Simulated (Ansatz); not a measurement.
## CH5BO2: molecular dynamics

System: CH5BO2.
Method: RKS BHLYP/def2-SVP (Ansatz 0.2.0).

One setting was made poor on purpose. It belongs to a series of runs on one base structure; here: dynamics from the last frame of an earlier run. Figures and captions count atoms from 1; the log counts them from 0 in places.

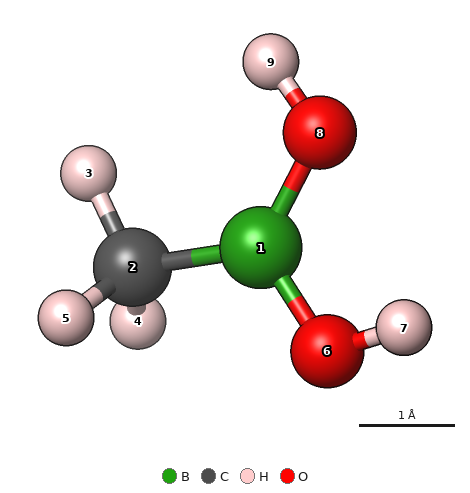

The structure as given in the input (ball-and-stick view, seen at a tilt; atoms are numbered from 1 in the order of the input).

Input
```yaml
crystal:
  periodic: [false, false, false]
  atoms:
    - { symbol: B, position_ang: [0.098885, -0.228376, 0.083064] }
    - { symbol: C, position_ang: [-0.034447, -0.01885, 1.610934] }
    - { symbol: H, position_ang: [-1.110313, -0.114354, 1.949221] }
    - { symbol: H, position_ang: [0.506938, -0.762182, 2.241907] }
    - { symbol: H, position_ang: [0.338605, 1.005627, 1.864159] }
    - { symbol: O, position_ang: [1.333206, -0.201409, -0.461273] }
    - { symbol: H, position_ang: [1.291026, -0.32716, -1.407789] }
    - { symbol: O, position_ang: [-0.927065, -0.549125, -0.778184] }
    - { symbol: H, position_ang: [-1.781045, -0.605659, -0.334043] }
basis:
  gaussian: { orbitals: def2-SVP }
hamiltonian:
  xc: { name: BHLYP }
md:
  timestep: 4.0
  n_steps: 40
  ensemble: nvt_langevin
  temperature: 300.0
  initial_velocities: maxwell_boltzmann
  seed: 964626
  friction: 0.02
```

Run as:
```bash
ansatz run input.yaml --threads 1 --pin off --max-ram 2048MiB --backend cpu --events-out ev --progress --plain --runs-dir out
```

What the program printed
```
Engine: ansatz 0.2.0, aarch64-unknown-linux-gnu
Functional definition: BHLYP
  parameter a = 0.5
  exchange = (1 - a)*b88_x + a*exact_x
  correlation = lyp_c
884 factors; integrals over basis functions are off by at most 3.7e-4 eV
mean field evaluation 1: about -5878.2979 eV, gradient 5.8e1 eV
mean field evaluation 2: about -5879.1539 eV, gradient 5.6e1 eV
mean field evaluation 4: about -5884.6469 eV, gradient 1.4e0 eV
mean field evaluation 8: about -5884.6508 eV, gradient 1.9e-2 eV
mean field -5884.65077912 eV, -216.2569273732 hartree, gradient 1.3e-5 eV, S^2 0.000000; 0 other end points of the search recorded, 0 dependent functions left out
the calculation of the forces begins
reference -5884.65091562 eV, -216.2569323893 hartree; 16, 16 occupied and 65, 65 virtual orbitals, 884 factors
md step     0: t =     0.00 fs  T =   266.7 K  F+E_penalty+E_count = -5884.65077912 eV  E_kin = 0.310224 eV  (23 SCF iters)
these checks for a lower state are left out or cut short: starts, cluster_reference, orbital_swaps, neighbouring_geometries, increment
884 factors; integrals over basis functions are off by at most 4.5e-4 eV
mean field evaluation 16: about -5883.6134 eV, gradient 3.3e-1 eV
mean field -5883.61351046 eV, -216.2188084528 hartree, gradient 7.3e-6 eV, S^2 0.000000; 0 other end points of the search recorded, 0 dependent functions left out
[... from here on the field's lines of each further geometry are left out, up to the last ...]
md step     1: t =     4.00 fs  T =  1826.1 K  F+E_penalty+E_count = -5883.61351046 eV  E_kin = 2.124421 eV  (28 SCF iters)
md step     2: t =     8.00 fs  T =  6592.0 K  F+E_penalty+E_count = -5878.11009421 eV  E_kin = 7.668754 eV  (31 SCF iters)
md step     3: t =    12.00 fs  T = 275348.6 K  F+E_penalty+E_count = -5854.11719866 eV  E_kin = 320.324068 eV  (42 SCF iters)
md step     4: t =    16.00 fs  T = 971318.1 K  F+E_penalty+E_count = -5860.26071939 eV  E_kin = 1129.973211 eV  (89 SCF iters)
md step     5: t =    20.00 fs  T = 1361338.7 K  F+E_penalty+E_count = -5834.70085511 eV  E_kin = 1583.699727 eV  (117 SCF iters)
md step     6: t =    24.00 fs  T = 2568426.7 K  F+E_penalty+E_count = -5845.02480631 eV  E_kin = 2987.953507 eV  (1001 SCF iters)
md step     7: t =    28.00 fs  T = 2182391.6 K  F+E_penalty+E_count = -5840.70530600 eV  E_kin = 2538.863381 eV  (558 SCF iters)
md step     8: t =    32.00 fs  T = 1856024.0 K  F+E_penalty+E_count = -5838.45270779 eV  E_kin = 2159.186888 eV  (482 SCF iters)
md step     9: t =    36.00 fs  T = 1578871.0 K  F+E_penalty+E_count = -5836.87273138 eV  E_kin = 1836.763717 eV  (640 SCF iters)
md step    10: t =    40.00 fs  T = 1346874.3 K  F+E_penalty+E_count = -5836.87800485 eV  E_kin = 1566.872750 eV  (432 SCF iters)
md step    11: t =    44.00 fs  T = 1146983.3 K  F+E_penalty+E_count = -5837.47900286 eV  E_kin = 1334.331519 eV  (466 SCF iters)
md step    12: t =    48.00 fs  T = 975983.5 K  F+E_penalty+E_count = -5837.67293737 eV  E_kin = 1135.400603 eV  (595 SCF iters)
md step    13: t =    52.00 fs  T = 834942.7 K  F+E_penalty+E_count = -5837.59368050 eV  E_kin = 971.322279 eV  (799 SCF iters)
md step    14: t =    56.00 fs  T = 711127.7 K  F+E_penalty+E_count = -5838.79220410 eV  E_kin = 827.283341 eV  (611 SCF iters)
md step    15: t =    60.00 fs  T = 603467.5 K  F+E_penalty+E_count = -5838.44391857 eV  E_kin = 702.037851 eV  (422 SCF iters)
md step    16: t =    64.00 fs  T = 510945.0 K  F+E_penalty+E_count = -5837.43186923 eV  E_kin = 594.402773 eV  (516 SCF iters)
md step    17: t =    68.00 fs  T = 435869.1 K  F+E_penalty+E_count = -5837.92029479 eV  E_kin = 507.063932 eV  (356 SCF iters)
md step    18: t =    72.00 fs  T = 371183.1 K  F+E_penalty+E_count = -5839.50185974 eV  E_kin = 431.812089 eV  (700 SCF iters)
md step    19: t =    76.00 fs  T = 317032.6 K  F+E_penalty+E_count = -5838.20179977 eV  E_kin = 368.816718 eV  (660 SCF iters)
md step    20: t =    80.00 fs  T = 268896.7 K  F+E_penalty+E_count = -5839.43322791 eV  E_kin = 312.818266 eV  (625 SCF iters)
md step    21: t =    84.00 fs  T = 232367.4 K  F+E_penalty+E_count = -5838.56349463 eV  E_kin = 270.322258 eV  (745 SCF iters)
md step    22: t =    88.00 fs  T = 202376.3 K  F+E_penalty+E_count = -5833.19751501 eV  E_kin = 235.432483 eV  (888 SCF iters)
md step    23: t =    92.00 fs  T = 173104.3 K  F+E_penalty+E_count = -5831.98706663 eV  E_kin = 201.379161 eV  (904 SCF iters)
md step    24: t =    96.00 fs  T = 147301.5 K  F+E_penalty+E_count = -5832.03419892 eV  E_kin = 171.361730 eV  (1003 SCF iters)
md step    25: t =   100.00 fs  T = 125946.8 K  F+E_penalty+E_count = -5832.06602757 eV  E_kin = 146.518934 eV  (742 SCF iters)
md step    26: t =   104.00 fs  T = 109263.0 K  F+E_penalty+E_count = -5832.12647637 eV  E_kin = 127.109987 eV  (754 SCF iters)
md step    27: t =   108.00 fs  T = 92716.0 K  F+E_penalty+E_count = -5832.24099081 eV  E_kin = 107.860180 eV  (456 SCF iters)
md step    28: t =   112.00 fs  T = 79658.8 K  F+E_penalty+E_count = -5832.43066331 eV  E_kin = 92.670228 eV  (399 SCF iters)
md step    29: t =   116.00 fs  T = 67742.4 K  F+E_penalty+E_count = -5832.78024127 eV  E_kin = 78.807449 eV  (712 SCF iters)
md step    30: t =   120.00 fs  T = 57913.2 K  F+E_penalty+E_count = -5833.51061364 eV  E_kin = 67.372787 eV  (497 SCF iters)
md step    31: t =   124.00 fs  T = 50853.8 K  F+E_penalty+E_count = -5835.46938956 eV  E_kin = 59.160235 eV  (477 SCF iters)
md step    32: t =   128.00 fs  T = 41464.8 K  F+E_penalty+E_count = -5837.78942285 eV  E_kin = 48.237628 eV  (730 SCF iters)
md step    33: t =   132.00 fs  T = 36072.8 K  F+E_penalty+E_count = -5836.40748951 eV  E_kin = 41.964955 eV  (394 SCF iters)
md step    34: t =   136.00 fs  T = 29530.2 K  F+E_penalty+E_count = -5835.67628541 eV  E_kin = 34.353663 eV  (576 SCF iters)
md step    35: t =   140.00 fs  T = 26553.4 K  F+E_penalty+E_count = -5837.10503392 eV  E_kin = 30.890576 eV  (450 SCF iters)
md step    36: t =   144.00 fs  T = 25165.4 K  F+E_penalty+E_count = -5836.86131800 eV  E_kin = 29.275872 eV  (634 SCF iters)
md step    37: t =   148.00 fs  T = 32401.4 K  F+E_penalty+E_count = -5832.36609083 eV  E_kin = 37.693824 eV  (1026 SCF iters)
md step    38: t =   152.00 fs  T = 26036.5 K  F+E_penalty+E_count = -5830.74395379 eV  E_kin = 30.289295 eV  (988 SCF iters)
md step    39: t =   156.00 fs  T = 22958.4 K  F+E_penalty+E_count = -5831.46345958 eV  E_kin = 26.708379 eV  (777 SCF iters)
the calculation of the forces begins
reference -5831.03115228 eV, -214.2864424316 hartree; 16, 16 occupied and 65, 65 virtual orbitals, 845 factors
845 factors; integrals over basis functions are off by at most 6.1e-4 eV
mean field evaluation 2208: about -5830.4435 eV, gradient 7.6e0 eV
mean field evaluation 2240: about -5831.0302 eV, gradient 8.0e-2 eV
mean field evaluation 2272: about -5831.0305 eV, gradient 9.0e-4 eV
mean field evaluation 2304: about -5772.4429 eV, gradient 7.1e1 eV
mean field evaluation 2336: about -5831.0305 eV, gradient 3.3e-4 eV
mean field evaluation 2368: about -5831.0310 eV, gradient 3.1e-3 eV
mean field -5831.03049924 eV, -214.2864184325 hartree, gradient 1.5e-10 eV, S^2 0.000000; 7 other end points of the search recorded, 0 dependent functions left out
the calculation of the forces begins
reference -5831.03118647 eV, -214.2864436878 hartree; 16, 16 occupied and 65, 65 virtual orbitals, 845 factors
md step    40: t =   160.00 fs  T = 20121.3 K  F+E_penalty+E_count = -5831.03049924 eV  E_kin = 23.407859 eV  (1783 SCF iters)
```

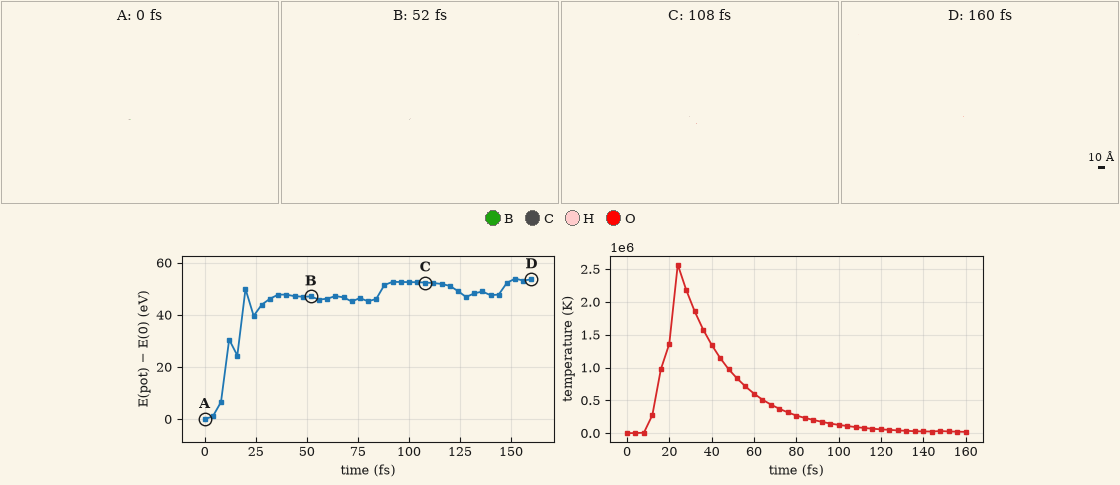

Frames of the molecular dynamics (ball-and-stick, seen at a tilt) above the curves, on which the letters mark them. The trajectory kept here has 41 frames over 160 fs. The temperature starts at 267 K, ranges from 267 to 2568427 K and averages 88974 K over the second half. The potential energy ends 53.620 eV above its first value. After an unweighted best fit of the last frame on the first, the root-mean-square displacement is 129.04 Å, and H9 has moved furthest (303.37 Å).

```
Total energy: -5831.03118647 eV, -214.2864436878 hartree
Atom 0 at     1.230120     0.165048     0.965082 Å, force     0.531633    -2.560134     1.382049 eV/Å
Atom 1 at     1.530787    -1.273816     1.752408 Å, force    -0.540240     2.578853    -1.418901 eV/Å
Atom 2 at   -13.386053    -1.395813     5.588618 Å, force     0.002661    -0.000010    -0.001647 eV/Å
Atom 3 at    15.627640    -1.585229   -12.455478 Å, force    -0.002653     0.000028     0.001634 eV/Å
Atom 4 at    -0.597349     3.928890    -7.068563 Å, force     0.008584    -0.018737     0.036930 eV/Å
Atom 5 at     0.968925    -1.325175    13.307050 Å, force     0.000010    -0.000003    -0.000076 eV/Å
Atom 6 at   -24.987396    27.056724  -228.217884 Å, force    -0.000003    -0.000000     0.000013 eV/Å
Atom 7 at     9.316282     0.240253   -17.301294 Å, force     0.000006     0.000002     0.000011 eV/Å
Atom 8 at  -157.321239   -10.155709   275.100339 Å, force     0.000003     0.000001    -0.000013 eV/Å
Dipole moment:    -0.024255    -0.023444    -0.061185 e Å
```

Trajectory as extended XYZ (Å, eV, eV/Å), 11 of the 41 frames kept, from step=0 to step=40
```
9
Properties=species:S:1:pos:R:3:forces:R:3 step=0 time_fs=0.0 energy=-5884.65078 temperature=266.7
B     0.0989   -0.2284    0.0831    0.0543  -1.0152  -0.8816
C    -0.0344   -0.0188    1.6109   -1.2033   0.2893   1.5018
H    -1.1103   -0.1144    1.9492    1.0237   0.3778  -0.2757
H     0.5069   -0.7622    2.2419   -0.0090   0.5303  -0.6688
H     0.3386    1.0056    1.8642   -0.2852  -0.7866   0.0199
O     1.3332   -0.2014   -0.4613    0.1112   0.2906  -0.2073
H     1.2910   -0.3272   -1.4078    0.0957  -0.0538  -0.0014
O    -0.9271   -0.5491   -0.7782   -0.3016   0.3255   0.8709
H    -1.7810   -0.6057   -0.3340    0.5143   0.0421  -0.3577
9
Properties=species:S:1:pos:R:3:forces:R:3 step=4 time_fs=16.0 energy=-5860.26072 temperature=971318.1
B     0.1219   -0.3298    0.0136    2.6572  -0.3823   2.9022
C     0.0923   -0.0705    1.4744    5.4598   1.4217   3.4597
H    -4.3767   -0.3998    2.7446    0.0093  -0.0011  -0.0164
H     1.3064   -1.7517    3.0159   -1.3197   1.1887  -0.8227
H     0.0385    1.8358    2.3611    0.0930  -2.9561  -1.3070
O     1.5043   -0.3164    0.6156   -7.3497   1.0712  -1.6423
H    -0.8849    2.2381  -19.5548   -0.0010  -0.0008   0.0068
O    -0.9421   -0.5225   -0.7194   -0.2345  -0.6704  -2.1812
H    -1.7350   -0.6740   -0.1821    0.6856   0.3292  -0.3991
9
Properties=species:S:1:pos:R:3:forces:R:3 step=8 time_fs=32.0 energy=-5838.45271 temperature=1856024.0
B     0.2069   -0.3267   -0.0931    0.8213   0.2830   2.4911
C     0.8264   -0.2003    1.6166    2.6633  -2.3215  -2.6837
H    -7.0724   -0.7708    3.5109    0.0560   0.0260  -0.0055
H     2.0042   -0.8660    1.3237   -3.3639   2.0041   0.9348
H    -0.2968    2.5618    2.9445    0.0256  -0.1649  -0.0760
O     1.5200   -0.7641    4.3688   -0.1956   0.1735  -0.6829
H    -8.0261    9.8975  -80.4210    0.0000   0.0000   0.0002
O     1.3356   -0.3475   -4.5795   -0.0066  -0.0002   0.0222
H   -36.8962   -2.8500   62.3884    0.0000   0.0000  -0.0002
9
Properties=species:S:1:pos:R:3:forces:R:3 step=12 time_fs=48.0 energy=-5837.67294 temperature=975983.5
B     0.5688   -0.2722    0.1517    0.7314   1.5930  -1.5317
C     1.5501   -0.4577    1.3630   -2.1643   0.2345  -2.4005
H    -9.0144   -0.9050    4.1038    0.0400   0.0159  -0.0041
H    -0.0384    0.3723   -1.3798    1.4152  -1.7934   3.9658
H    -0.6037    2.4719    3.2722   -0.0226  -0.0501  -0.0252
O     1.3839   -0.9671    7.1576    0.0003   0.0002  -0.0046
H   -13.2731   15.1836 -124.3384    0.0000   0.0000   0.0001
O     3.6923   -0.1133   -8.3636   -0.0001   0.0000   0.0002
H   -72.7350   -4.9846  125.6580    0.0000   0.0000  -0.0001
9
Properties=species:S:1:pos:R:3:forces:R:3 step=16 time_fs=64.0 energy=-5837.43187 temperature=510945.0
B     0.8436   -0.0337    0.0790    1.4049  -1.8058   2.9992
C     1.9520   -0.7297    0.9509   -3.5867   1.3255  -0.9436
H   -10.3301   -0.9661    4.3288    0.0334   0.0114  -0.0030
H     0.2840   -0.6327    1.5602    2.1733   0.4921  -2.0402
H    -0.8425    2.2965    3.4896   -0.0249  -0.0232  -0.0121
O     1.2443   -1.0446    9.1327    0.0000   0.0000  -0.0003
H   -16.8132   19.0936 -156.1805    0.0000   0.0000   0.0000
O     5.3959    0.0269  -11.1070    0.0000   0.0000   0.0001
H   -98.8326   -6.2691  171.5875    0.0000   0.0000   0.0000
9
Properties=species:S:1:pos:R:3:forces:R:3 step=20 time_fs=80.0 energy=-5839.43323 temperature=268896.7
B     1.0429   -0.0255    0.2128   -0.4112   0.5496  -0.1748
C     2.0272   -0.8504    0.6822    3.7677  -1.1668   1.7996
H   -11.1709   -1.1889    4.3992    0.0303   0.0101  -0.0029
H     3.1166   -0.9936    1.2035   -3.3657   0.6262  -1.6104
H    -1.1807    2.1632    3.4463   -0.0210  -0.0191  -0.0113
O     1.1256   -1.0905   10.5476    0.0000   0.0000  -0.0001
H   -19.3066   21.8111 -179.2079    0.0000   0.0000   0.0000
O     6.6193    0.1734  -13.0652    0.0000   0.0000   0.0000
H  -117.8673   -7.4148  204.7443    0.0000   0.0000   0.0000
9
Properties=species:S:1:pos:R:3:forces:R:3 step=24 time_fs=96.0 energy=-5832.03420 temperature=147301.5
B     1.1456    0.0035    0.2398   -0.3859   0.3246   0.2467
C     1.9610   -1.0415    0.8809    0.1248  -0.1442   0.0467
H   -11.8466   -1.3715    4.5202    0.0083   0.0001  -0.0033
H     6.7842   -1.1466   -3.0244   -0.0084  -0.0001   0.0033
H    -1.6200    1.9620    3.1789    0.2613  -0.1804  -0.2933
O     1.0545   -1.1211   11.5602    0.0000   0.0000  -0.0001
H   -21.1542   23.8388 -195.8916    0.0000   0.0000   0.0000
O     7.4916    0.3217  -14.4873    0.0000   0.0000   0.0000
H  -131.4772   -8.3082  228.8818    0.0000   0.0000   0.0000
9
Properties=species:S:1:pos:R:3:forces:R:3 step=28 time_fs=112.0 energy=-5832.43066 temperature=79658.8
B     1.2841    0.0787    0.3016   -0.3647  -0.4025   0.9873
C     1.7935   -1.1135    1.0634   -0.2628   0.7239  -0.5256
H   -12.3310   -1.4913    4.6350    0.0051   0.0000  -0.0025
H    10.2605   -1.5084   -6.4111   -0.0051   0.0000   0.0025
H    -1.5236    1.6051    2.2591    0.6276  -0.3214  -0.4617
O     1.0209   -1.1891   12.2936    0.0000   0.0000  -0.0001
H   -22.5066   25.0877 -208.1927    0.0000   0.0000   0.0000
O     8.1590    0.3554  -15.5201    0.0000   0.0000   0.0000
H  -141.3967   -9.0225  246.5184    0.0000   0.0000   0.0000
9
Properties=species:S:1:pos:R:3:forces:R:3 step=32 time_fs=128.0 energy=-5837.78942 temperature=41464.8
B     1.2692    0.1530    0.4695   10.1666  -6.2833   0.6589
C     1.5662   -1.0518    1.2231    0.7311   0.9952  -0.9929
H   -12.7502   -1.7155    4.8464    0.0038   0.0000  -0.0020
H    12.7572   -1.8918   -8.9427   -0.0038   0.0000   0.0020
H     0.3836    0.4747    0.5743  -10.8977   5.2880   0.3341
O     1.0048   -1.2216   12.8051    0.0000   0.0000  -0.0001
H   -23.5234   26.1689 -217.1317    0.0000   0.0000   0.0000
O     8.6917    0.3144  -16.3153    0.0000   0.0000   0.0000
H  -148.4441   -9.5328  259.2476    0.0000   0.0000   0.0000
9
Properties=species:S:1:pos:R:3:forces:R:3 step=36 time_fs=144.0 energy=-5836.86132 temperature=25165.4
B     1.2390    0.2231    0.5263    9.0172 -12.2725  17.5112
C     1.4712   -1.0796    1.4352   -0.3043   3.7061  -2.1187
H   -13.0734   -1.6020    5.2662    0.0030   0.0000  -0.0018
H    14.4579   -1.8319  -10.9392   -0.0030   0.0000   0.0018
H     0.8343    0.5677   -0.1640   -8.7129   8.5664 -15.3924
O     0.9498   -1.2547   13.1449    0.0000   0.0000  -0.0001
H   -24.3959   26.7491 -223.4712    0.0000   0.0000   0.0000
O     9.0985    0.2731  -16.9050    0.0000   0.0000   0.0000
H  -153.6170   -9.8450  268.3817    0.0000   0.0000   0.0000
9
Properties=species:S:1:pos:R:3:forces:R:3 step=40 time_fs=160.0 energy=-5831.03050 temperature=20121.3
B     1.2301    0.1650    0.9651    0.5316  -2.5601   1.3820
C     1.5308   -1.2738    1.7524   -0.5402   2.5789  -1.4189
H   -13.3861   -1.3958    5.5886    0.0027   0.0000  -0.0016
H    15.6276   -1.5852  -12.4555   -0.0027   0.0000   0.0016
H    -0.5973    3.9289   -7.0686    0.0086  -0.0187   0.0369
O     0.9689   -1.3252   13.3070    0.0000   0.0000  -0.0001
H   -24.9874   27.0567 -228.2179    0.0000   0.0000   0.0000
O     9.3163    0.2403  -17.3013    0.0000   0.0000   0.0000
H  -157.3212  -10.1557  275.1003    0.0000   0.0000   0.0000
```

Results in brief

| quantity | value |
| --- | --- |
| outcome | finished |
| mean temperature over the second half | 88974 K |
| trajectory | 40 steps, 160 fs |
| ensemble | nvt_langevin |
| temperature in the input | 300.0 K |
| time step | 4.0 fs |
| potential energy (last step) | −5831.0312 eV |
| mean-field energy (last step) | −5831.0312 eV |
| largest force (length of the vector) (last step) | 2.993 eV/Å |
| hardware | 1 thread of Arm Neoverse V1, 24 GiB of memory available, shared host |
| wall time | 14 min |
| peak memory | 0.18 GiB |

Remarks

A deliberately poor setting: time step. So short a trajectory is not equilibrated. The logged temperature at the start can lie below the typed one, since it is counted over all degrees of freedom. The temperature stays far from the 300 K of the thermostat over the second half: the run isn't equilibrated. The integration failed: the conserved energy drifts or the temperature runs away, so the later frames and the averages aren't results; the time step is too long for this system.
